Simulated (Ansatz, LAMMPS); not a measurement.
# Glassy 79SiO2-9CaO-9Li2O-2NiO (mol %) (124 atoms): a short ab initio trajectory

Aim: follow glassy 79SiO2-9CaO-9Li2O-2NiO (mol %) (124 atoms) for a short time with forces from DFT, then look at structure and electrons in the last frame.

Method: Kohn-Sham DFT, PBE, PAW (set soft_2), plane waves, in Ansatz 0.2.0.

## (1) The starting structure

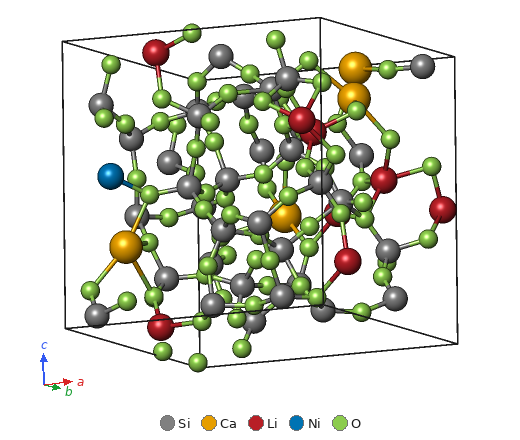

The starting structure, seen slightly off an axis (silicon grey, calcium orange, lithium red, nickel blue, oxygen green). Bonds to atoms that aren't drawn are left out.

The cell holds 124 atoms: 34 Si, 4 Ca, 8 Li, 1 Ni and 77 O. Its edges and angles: a = 11.730 Å, b = 11.730 Å, c = 11.730 Å, α = 90.0°, β = 90.0°, γ = 90.0°. 124 atoms (34 Si, 4 Ca, 8 Li, 1 Ni, 77 O) placed at random at 2.37 g/cm³, melted at 4000 K for 10 ps at fixed volume with the Morse and Coulomb pair potential with partial charges (Pedone, Malavasi, Menziani, Cormack and Segre, J. Phys. Chem. B 110, 11780 (2006)). Quenched from 4000 K to 300 K at 10 K/ps and fixed volume, held 10 ps at zero pressure.

Before any run, some limits are plain. The quench rate of 10 K/ps is orders of magnitude faster than experiment, which tends to freeze in extra defects. The network of bonds at the start is that of the classical potential that made the cell. Without a Hubbard term or exact exchange, open shells on Ni are likely too delocalised. Sampling is at Γ alone, for a cell whose shortest periodic width is 12 Å.

## (2) Dynamics started at 300 K

A Nosé–Hoover thermostat steers the temperature while disturbing the dynamics little. The time step is 1.0 fs.

input.yaml

```yaml
crystal:
  lattice:
    - [11.72958, 0.0, 0.0]
    - [0.0, 11.72958, 0.0]
    - [0.0, 0.0, 11.72958]
  atoms:
    - { symbol: Si, position: [0.49517, 0.1494, 0.0604] }
    - { symbol: Si, position: [0.41666, 0.38067, 0.96495] }
    - { symbol: Si, position: [0.07715, 0.13609, 0.78978] }
    - { symbol: Si, position: [0.53633, 0.15339, 0.31963] }
    [... 114 atom lines left out ...]
    - { symbol: O, position: [0.04955, 0.09382, 0.14064] }
    - { symbol: O, position: [0.11348, 0.41148, 0.34641] }
    - { symbol: O, position: [0.78744, 0.07665, 0.95154] }
    - { symbol: O, position: [0.26896, 0.79765, 0.01731] }
    - { symbol: O, position: [0.88379, 0.66935, 0.19875] }
    - { symbol: O, position: [0.84326, 0.05113, 0.39766] }
magnetization:
  spin_polarized: true
kpoints:
  mp_grid: { grid: [1, 1, 1] }
hamiltonian:
  xc: pbe
scf:
  occupations: { method: fermi_dirac, width: 0.025 }
output:
  forces: true
md:
  timestep: 1.0
  n_steps: 67
  ensemble: nvt_nose_hoover
  temperature: 300
  initial_velocities: maxwell_boltzmann
  seed: 6251
```

Started as:

```console
$ ansatz run input.yaml --threads 8 --pin off --max-ram 15872MiB --backend cpu --events-out ev --progress --plain --runs-dir out
```

Run time: 14 min. Hardware: 8 threads of Arm Neoverse V2, shared host; peak memory 4.3 GiB.

The program notes that it switched symmetry off.

The trajectory, sampled:

| time (fs) | T (K) | potential (meV/atom) | conserved (meV/atom) |
| --- | --- | --- | --- |
| 0.0 | 300 | 0.0 | 0.00 |
| 4.0 | 468 | -21.7 | -0.16 |
| 9.0 | 621 | -41.6 | -0.21 |
| 13.0 | 575 | -36.1 | -0.13 |
| 18.0 | 498 | -27.0 | -0.09 |
| 22.0 | 493 | -27.1 | -0.12 |
| 27.0 | 499 | -28.9 | -0.12 |
| 31.0 | 509 | -31.2 | -0.12 |
| 36.0 | 511 | -32.9 | -0.17 |
| 40.0 | 457 | -27.1 | -0.10 |
| 45.0 | 468 | -29.7 | -0.12 |
| 49.0 | 522 | -37.7 | -0.16 |
| 54.0 | 541 | -41.5 | -0.17 |
| 58.0 | 502 | -37.6 | -0.15 |
| 63.0 | 472 | -34.9 | -0.12 |
| 67.0 | 507 | -40.3 | -0.17 |

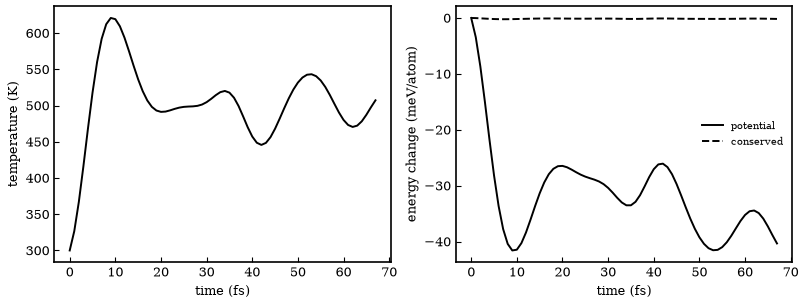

Temperature and energies against time.

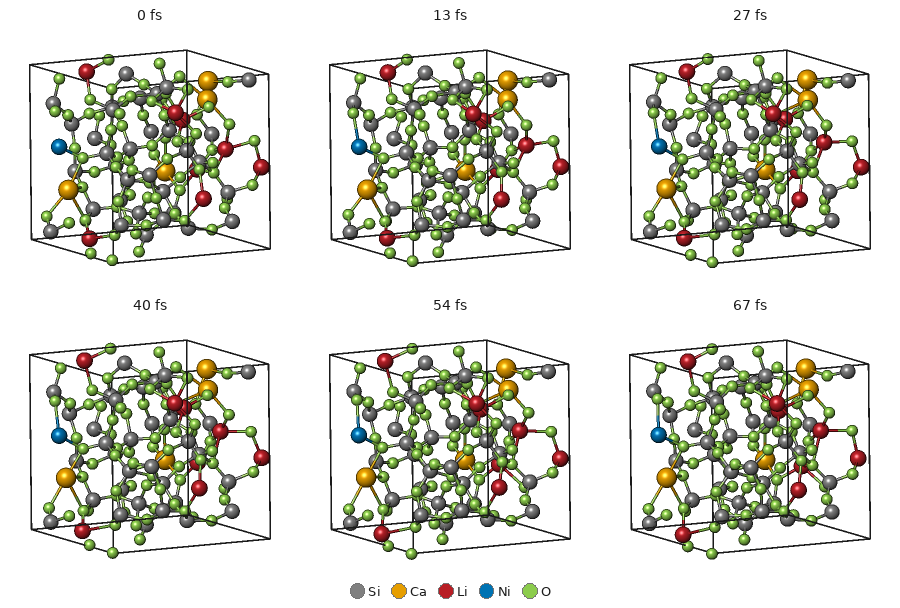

6 frames of the run. Bonds to atoms that aren't drawn are left out.

Mean square displacement from the first frame to the last: Si 0.026 Å², Ca 0.035 Å², Li 0.41 Å², Ni 0.081 Å², O 0.053 Å².

Mean square displacement against time lag:

| time lag (fs) | Ca (Å²) | Li (Å²) | Ni (Å²) | O (Å²) | Si (Å²) |
| --- | --- | --- | --- | --- | --- |
| 5 | 4.7e-4 | 0.00567 | 5.7e-4 | 0.00189 | 0.00112 |
| 10 | 0.00182 | 0.0216 | 0.00235 | 0.00694 | 0.00415 |
| 15 | 0.00394 | 0.0451 | 0.00541 | 0.0136 | 0.00804 |
| 20 | 0.00667 | 0.0726 | 0.00969 | 0.0204 | 0.0116 |
| 25 | 0.00992 | 0.102 | 0.0152 | 0.0264 | 0.0140 |
| 30 | 0.0136 | 0.132 | 0.0218 | 0.0318 | 0.0153 |

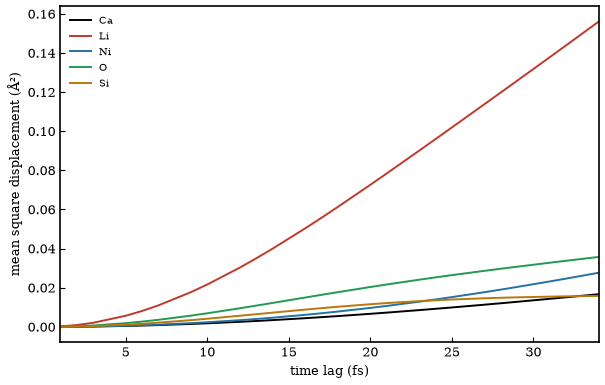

Mean square displacement against time lag.

Over the second half of 67 fs the temperature averages 496 K with swings of 29 K r.m.s. The conserved energy stays within 0.23 meV/atom. From first frame to last Li has the largest mean square displacement, 0.41 Å² at the end; the farthest move is 1.14 Å. The mean temperature of 496 K lies well off the 300 K of the input, so the thermostat hasn't yet brought the run to equilibrium. The count of bonds goes from 187 in the first frame to 189 in the last, by one set of cutoffs: 2 pairs passed out of them and 4 came within. The run spans 0.07 ps, too short for its means to be equilibrium values.

## (3) Local order late in the run

The g(r) is a mean over the second half; what follows it is taken at the last frame.

Density 2.53 g/cm³, 13.01 Å³ an atom.

Mean of 18 frames. g(r), total and by pair (bins of 0.2 Å):

| r (Å) | total | O-O | O-Si | O-Li | O-Ca | O-Ni | Si-Si |
| --- | --- | --- | --- | --- | --- | --- | --- |
| 1.40 | 0.01 | 0.00 | 0.03 | 0.00 | 0.00 | 0.00 | 0.00 |
| 1.60 | 3.69 | 0.00 | 10.81 | 0.06 | 0.00 | 0.00 | 0.00 |
| 1.80 | 0.74 | 0.00 | 1.57 | 2.21 | 0.00 | 2.46 | 0.00 |
| 2.00 | 0.39 | 0.00 | 0.03 | 3.49 | 0.87 | 6.21 | 0.00 |
| 2.20 | 0.25 | 0.00 | 0.00 | 1.73 | 2.75 | 0.09 | 0.00 |
| 2.40 | 0.24 | 0.30 | 0.00 | 0.36 | 1.56 | 1.40 | 0.00 |
| 2.60 | 1.60 | 3.77 | 0.01 | 0.49 | 0.97 | 0.00 | 0.00 |
| 2.80 | 1.10 | 2.38 | 0.02 | 0.51 | 0.63 | 0.00 | 0.15 |
| 3.00 | 0.67 | 0.58 | 0.09 | 0.43 | 0.93 | 0.00 | 3.09 |
| 3.20 | 0.88 | 0.82 | 0.29 | 0.81 | 1.03 | 0.53 | 3.30 |
| 3.40 | 0.91 | 0.79 | 0.85 | 0.93 | 1.08 | 0.96 | 0.33 |
| 3.60 | 0.99 | 0.81 | 1.32 | 1.26 | 0.15 | 0.64 | 0.10 |
| 3.80 | 1.13 | 0.87 | 1.68 | 1.04 | 0.92 | 1.75 | 0.19 |
| 4.00 | 1.08 | 0.67 | 1.84 | 1.02 | 0.75 | 2.16 | 0.47 |
| 4.20 | 1.27 | 0.57 | 2.12 | 1.83 | 1.31 | 1.28 | 0.93 |
| 4.40 | 1.08 | 0.81 | 1.21 | 1.52 | 1.56 | 0.10 | 1.37 |
| 4.60 | 0.98 | 1.01 | 0.81 | 1.14 | 1.33 | 1.70 | 1.41 |
| 4.80 | 1.00 | 1.29 | 0.66 | 0.71 | 1.51 | 1.02 | 1.31 |
| 5.00 | 1.06 | 1.48 | 0.59 | 0.57 | 0.97 | 0.76 | 1.55 |
| 5.20 | 1.06 | 1.46 | 0.72 | 0.89 | 0.78 | 0.28 | 1.13 |
| 5.40 | 0.95 | 1.17 | 0.64 | 0.84 | 1.06 | 0.73 | 1.21 |
| 5.60 | 0.90 | 0.98 | 0.78 | 0.88 | 0.85 | 1.85 | 0.95 |
| 5.80 | 0.91 | 0.76 | 1.00 | 0.87 | 0.83 | 0.97 | 1.08 |

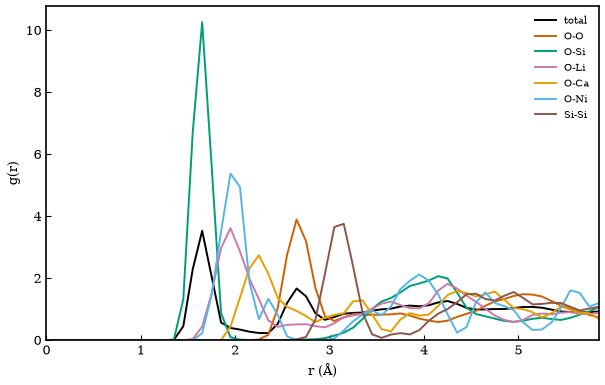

Pair distribution functions, lightly smoothed.

Bonds by pair of elements; cutoffs follow the first minimum of g(r), held within bounds set by covalent radii, and pairs that aren't listed don't count as bonded:

| pair A-B | cutoff (Å) | bonds | mean length (Å) | spread (Å) | shortest (Å) | B about A | A about B |
| --- | --- | --- | --- | --- | --- | --- | --- |
| O-Si | 2.16 | 137 | 1.64 | 0.057 | 1.49 | 1.78 | 4.03 |
| O-Li | 2.43 | 30 | 2.03 | 0.176 | 1.69 | 0.39 | 3.75 |
| O-Ca | 2.88 | 18 | 2.39 | 0.2 | 2.09 | 0.234 | 4.5 |
| O-Ni | 2.23 | 4 | 1.96 | 0.092 | 1.84 | 0.052 | 4 |

How many atoms have how many bonded neighbours:

| element | mean | 2 | 3 | 4 | 5 | 6 |
| --- | --- | --- | --- | --- | --- | --- |
| Ca | 4.5 | 0 | 1 | 1 | 1 | 1 |
| Li | 3.75 | 0 | 3 | 4 | 1 | 0 |
| Ni | 4 | 0 | 0 | 1 | 0 | 0 |
| O | 2.46 | 45 | 29 | 3 | 0 | 0 |
| Si | 4.03 | 0 | 0 | 33 | 1 | 0 |

Bond angles (no mean is given where the spread exceeds 20°):

| angle | count | mean (°) | spread (°) |
| --- | --- | --- | --- |
| O-Si-O | 208 | 109 | 8.6 |
| Si-O-Si | 60 | 144 | 12.4 |
| Li-O-Si | 44 | 111 | 19.2 |
| O-Li-O | 43 | - | - |
| O-Ca-O | 34 | - | - |

Oxygen atoms by the number of network formers (Si, P, Ge, B, Al, As, Ga) bound to them:

| network formers bound to O | O atoms | per cent |
| --- | --- | --- |
| 0 | 0 | 0 |
| 1 | 17 | 22.1 |
| 2 | 60 | 77.9 |

Network units: each former by its oxygen neighbours and how many of them bridge to another former:

| former | O neighbours | bridging O | atoms |
| --- | --- | --- | --- |
| Si | 4 | 1 | 1 |
| Si | 4 | 2 | 2 |
| Si | 4 | 3 | 10 |
| Si | 4 | 4 | 20 |
| Si | 5 | 5 | 1 |

Bond length by coordination (bonds to H left out):

| element | coordination | atoms | mean bond length (Å) |
| --- | --- | --- | --- |
| Ca | 3 | 1 | 2.32 |
| Ca | 4 | 1 | 2.30 |
| Ca | 5 | 1 | 2.39 |
| Ca | 6 | 1 | 2.47 |
| Li | 3 | 3 | 2.03 |
| Li | 4 | 4 | 2.03 |
| Li | 5 | 1 | 2.05 |
| O | 2 | 45 | 1.65 |
| O | 3 | 29 | 1.89 |
| O | 4 | 3 | 1.95 |
| Si | 4 | 33 | 1.63 |
| Si | 5 | 1 | 1.76 |

Rings of the network by King's shortest-path rule, up to 12 atoms, one path for each pair of neighbours; H, halogens, alkali and alkaline-earth atoms are left out, and the last column divides by all other atoms, bonded or not:

| ring size (atoms) | rings | per network atom |
| --- | --- | --- |
| 8 | 4 | 0.036 |
| 10 | 16 | 0.143 |
| 12 | 8 | 0.071 |

Counting bonds as in the table, 50 % of Li atoms have 4, all Ni atoms have 4 and 58 % of O atoms have 2 bonded neighbours. The O-Si-O angle averages 109° with a spread of 9°. Counting bonds to Si alone, not to Ni, 78 % of the oxygens join two of these atoms and 22 % one. The commonest Si unit has 4 oxygens, 4 of them shared with other formers (20 of 34 atoms). Rings of 10 atoms are the most common (57 % of those counted); sizes run from 8 to 12, where the search stops.

(Continued in part 2 of 2.)

[Logs are printed without paths, hosts, clocks, repeated set-up lines and the standing remarks that a program may print on its own settings, such as how far it seeks lower states.]

[Hosts, paths, dates, database ids (printed as entryN), source tags and the programs' standing remarks are cut or masked in the printed files.]
